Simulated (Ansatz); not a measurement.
# BrGaH₄N₂: basis-set convergence

Aim: see how fast density functionals converge with the basis set for BrGaH₄N₂.

Computed with Ansatz 0.2.0, Gaussian basis. Level: one geometry, several basis sets.

Levels to be run: PBE0-D4/def2-SVP; ωB97M-V/def2-SVP; PBE0-D4/def2-QZVPP; ωB97M-V/def2-QZVPP; the functionals' def2-TZVPP values are taken from earlier runs.

## Step 1: The geometry

All runs share one geometry, relaxed beforehand with PBE0-D4 in a triple-zeta def2 set.

SMILES `[NH2][Ga]([NH2])[Br]`, 8 atoms, charge 0, spin multiplicity 1.

Atoms are counted from 1 here; the program's logs count them from 0.

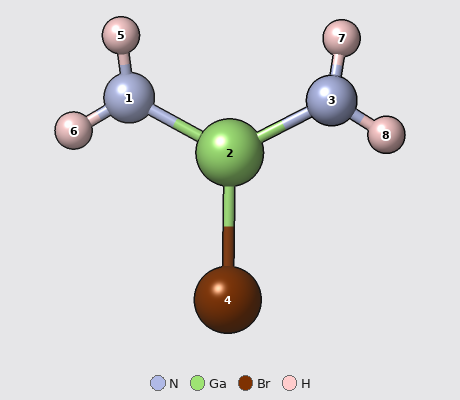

The geometry (nitrogen light blue, gallium green, bromine brown, hydrogen pink); atoms are numbered from 1 in the order of the file.

## Step 2: PBE0-D4 in def2-SVP

The input, in.yaml:

```yaml
crystal:
  periodic: [false, false, false]
  atoms:
    - {symbol: N, position_ang: [-1.060877, 0.687679, -1.060816]}
    - {symbol: Ga, position_ang: [-0.261342, -0.267308, 0.250462]}
    - {symbol: N, position_ang: [1.505564, -0.232907, 0.634548]}
    - {symbol: Br, position_ang: [-1.591050, -1.627313, 1.524894]}
    - {symbol: H, position_ang: [-0.612404, 1.482159, -1.485340]}
    - {symbol: H, position_ang: [-2.063134, 0.775120, -1.074546]}
    - {symbol: H, position_ang: [2.182317, 0.123574, -0.019261]}
    - {symbol: H, position_ang: [1.900926, -0.941004, 1.230059]}
basis:
  gaussian: {orbitals: def2-SVP}
hamiltonian: {xc: pbe0, dispersion: d4}
output: {orbitals: {seedname: orbitals}}
```

On the command line:

```bash
ansatz run in.yaml --threads 4 --pin off --events-out ev --progress --plain --max-ram 10444MiB
```

Log:

```text
Functional definition: PBE0
  name "PBE0"
  cite "Adamo & Barone, J. Chem. Phys. 110, 6158 (1999) doi:10.1063/1.478522"
  cite "Perdew, Burke & Ernzerhof, Phys. Rev. Lett. 77, 3865 (1996) doi:10.1103/PhysRevLett.77.3865"
  parent pbe
  parameter a = 0.25
  parameter kappa = 0.804
  parameter beta = 0.06672455060314922
  exchange = (1 - a)*pbe_x(kappa = kappa, mu = beta*pi^2/3) + a*exact_x
  correlation = pbe_c(beta = beta)
1118 factors; integrals over basis functions are off by at most 1.0e-3 eV
mean field evaluation 1: about -125425.3432 eV, gradient 7.5e1 eV
mean field evaluation 2: about -125408.4001 eV, gradient 1.1e2 eV
mean field evaluation 4: about -125436.2995 eV, gradient 3.3e0 eV
mean field evaluation 8: about -125436.3778 eV, gradient 1.2e-1 eV
mean field evaluation 16: about -125436.3778 eV, gradient 3.8e-5 eV
mean field -125436.37780632 eV, -4609.7018605515 hartree, gradient 3.8e-5 eV, S^2 0.000000; 0 other end points of the search recorded, 0 dependent functions left out
reference -125436.37783384 eV, -4609.7018615629 hartree; 42, 42 occupied and 70, 70 virtual orbitals, 1118 factors
Total energy: -125436.52984725 eV, -4609.7074479528 hartree
```

Run time: 1.4 s. Hardware: 4 threads of Arm Neoverse V1, shared host; peak memory 0.26 GiB.

## Step 3: ωB97M-V in def2-SVP

Edit in.yaml of step 2 so:

```diff
@@ -13,3 +13,3 @@
   gaussian: {orbitals: def2-SVP}
-hamiltonian: {xc: pbe0, dispersion: d4}
+hamiltonian: {xc: {name: wB97M-V}}
 output: {orbitals: {seedname: orbitals}}
```

Same command.

Log (excerpt; [...] marks lines left out):

```text
Functional definition: wB97M-V
  name "wB97M-V"
  cite "Mardirossian & Head-Gordon, J. Chem. Phys. 144, 214110 (2016) doi:10.1063/1.4952647"
  cite "Becke, J. Chem. Phys. 107, 8554 (1997) doi:10.1063/1.475007"
  cite "Vydrov & Van Voorhis, J. Chem. Phys. 133, 244103 (2010) doi:10.1063/1.3521275"
  # Of w^i u^j: cxij and so on, Table III.
[...]
  gx(w, u) = 1 - cx + cx01*u + cx10*w
  gss(w, u) = css00 + css04*u^4 + css10*w + css20*w^2 + css43*w^4*u^3
  gos(w, u) = cos00 + cos10*w + (cos20 + cos21*u)*w^2 + (cos60 + cos61*u)*w^6
[...]
      + integral(e_c_pw_mod_opposite_spin*gos(b97_w_opposite, b97_u_opposite)) + vv10(b, c)
1118 factors; integrals over basis functions are off by at most 1.0e-3 eV
270 factors; integrals over basis functions are off by at most 5.8e-6 eV
[...]
mean field -125446.88170871 eV, -4610.0878718445 hartree, gradient 2.1e-5 eV, S^2 0.000000; 0 other end points of the search recorded, 0 dependent functions left out
reference -125446.88175154 eV, -4610.0878734187 hartree; 42, 42 occupied and 70, 70 virtual orbitals, 1118 factors
Total energy: -125446.88175154 eV, -4610.0878734187 hartree
```

Wall time 5.5 s (4 threads of Arm Neoverse V1, shared host); peak memory 0.38 GiB.

## Step 4: PBE0-D4 in def2-QZVPP

Edit in.yaml of step 3 so:

```diff
@@ -12,4 +12,4 @@
 basis:
-  gaussian: {orbitals: def2-SVP}
-hamiltonian: {xc: {name: wB97M-V}}
+  gaussian: {orbitals: "def2-QZVPP.json"}
+hamiltonian: {xc: pbe0, dispersion: d4}
 output: {orbitals: {seedname: orbitals}}
```

Launched as before.

Log:

```text
Functional definition: PBE0
  name "PBE0"
  cite "Adamo & Barone, J. Chem. Phys. 110, 6158 (1999) doi:10.1063/1.478522"
  cite "Perdew, Burke & Ernzerhof, Phys. Rev. Lett. 77, 3865 (1996) doi:10.1103/PhysRevLett.77.3865"
  parent pbe
  parameter a = 0.25
  parameter kappa = 0.804
  parameter beta = 0.06672455060314922
  exchange = (1 - a)*pbe_x(kappa = kappa, mu = beta*pi^2/3) + a*exact_x
  correlation = pbe_c(beta = beta)
1733 factors; their error is unknown
mean field evaluation 1: about -125443.2231 eV, gradient 9.1e1 eV
mean field evaluation 2: about -125416.3121 eV, gradient 1.4e2 eV
mean field evaluation 4: about -125457.8320 eV, gradient 6.4e0 eV
mean field evaluation 8: about -125457.8789 eV, gradient 2.3e-1 eV
mean field evaluation 16: about -125458.2103 eV, gradient 1.8e-5 eV
mean field -125458.21028870 eV, -4610.5041894804 hartree, gradient 8.2e-6 eV, S^2 0.000000; 0 other end points of the search recorded, 0 dependent functions left out
reference -125458.21032192 eV, -4610.5041907014 hartree; 42, 42 occupied and 370, 370 virtual orbitals, 1733 factors
Total energy: -125458.36233533 eV, -4610.5097770913 hartree
```

Wall time 9.5 s (4 threads of Arm Neoverse V1, shared host); peak memory 1.7 GiB.

## Step 5: ωB97M-V in def2-QZVPP

Edit in.yaml of step 4 so:

```diff
@@ -13,3 +13,3 @@
   gaussian: {orbitals: "def2-QZVPP.json"}
-hamiltonian: {xc: pbe0, dispersion: d4}
+hamiltonian: {xc: {name: wB97M-V}}
 output: {orbitals: {seedname: orbitals}}
```

Launched as before.

Log (excerpt; [...] marks lines left out):

```text
Functional definition: wB97M-V
  name "wB97M-V"
  cite "Mardirossian & Head-Gordon, J. Chem. Phys. 144, 214110 (2016) doi:10.1063/1.4952647"
  cite "Becke, J. Chem. Phys. 107, 8554 (1997) doi:10.1063/1.475007"
  cite "Vydrov & Van Voorhis, J. Chem. Phys. 133, 244103 (2010) doi:10.1063/1.3521275"
  # Of w^i u^j: cxij and so on, Table III.
[...]
  gx(w, u) = 1 - cx + cx01*u + cx10*w
  gss(w, u) = css00 + css04*u^4 + css10*w + css20*w^2 + css43*w^4*u^3
  gos(w, u) = cos00 + cos10*w + (cos20 + cos21*u)*w^2 + (cos60 + cos61*u)*w^6
[...]
      + integral(e_c_pw_mod_opposite_spin*gos(b97_w_opposite, b97_u_opposite)) + vv10(b, c)
1697 factors; their error is unknown
311 factors; integrals over basis functions are off by at most 3.4e-5 eV
[...]
mean field -125468.66221820 eV, -4610.8882908052 hartree, gradient 4.7e-5 eV, S^2 0.000000; 0 other end points of the search recorded, 0 dependent functions left out
reference -125468.66227212 eV, -4610.8882927866 hartree; 42, 42 occupied and 370, 370 virtual orbitals, 1697 factors
Total energy: -125468.66227212 eV, -4610.8882927866 hartree
```

Run time: 20 s. Hardware: 4 threads of Arm Neoverse V1, shared host; peak memory 1.9 GiB.

## Step 6: Density functionals: the series

The def2-TZVPP values come from earlier runs at the same geometry.

| functional | basis | functions | energy (eV) | from the largest (eV) | HOMO (eV) | LUMO (eV) |
| --- | --- | --- | --- | --- | --- | --- |
| PBE0-D4 | def2-SVP | 112 | -125436.5298 | 21.832 | -7.07 | -0.05 |
| PBE0-D4 | def2-TZVPP | 214 | -125455.5403 | 2.822 | -7.35 | -0.38 |
| PBE0-D4 | def2-QZVPP | 412 | -125458.3623 | 0.000 | -7.42 | -0.58 |
| ωB97M-V | def2-SVP | 112 | -125446.8818 | 21.781 | -9.44 | 1.73 |
| ωB97M-V | def2-TZVPP | 214 | -125465.9419 | 2.720 | -9.74 | 1.29 |
| ωB97M-V | def2-QZVPP | 412 | -125468.6623 | 0.000 | -9.80 | 0.94 |

## Step 7: What came out

| quantity | value |
| --- | --- |
| PBE0-D4: double and triple zeta above quadruple | 21.83, 2.82 eV |
| ωB97M-V: double and triple zeta above quadruple | 21.78, 2.72 eV |

For PBE0-D4 the step from double to triple zeta gains 19.01 eV and the next only 2.82 eV. Total energies overstate the basis error of differences, where much of it tends to cancel. The LUMO of ωB97M-V is positive and keeps falling with the basis (1.73 to 0.94 eV): an unbound level that the basis holds in place.

For PBE0-D4 the largest set took about 7 times as long as the smallest (9.5 s against 1.4 s).
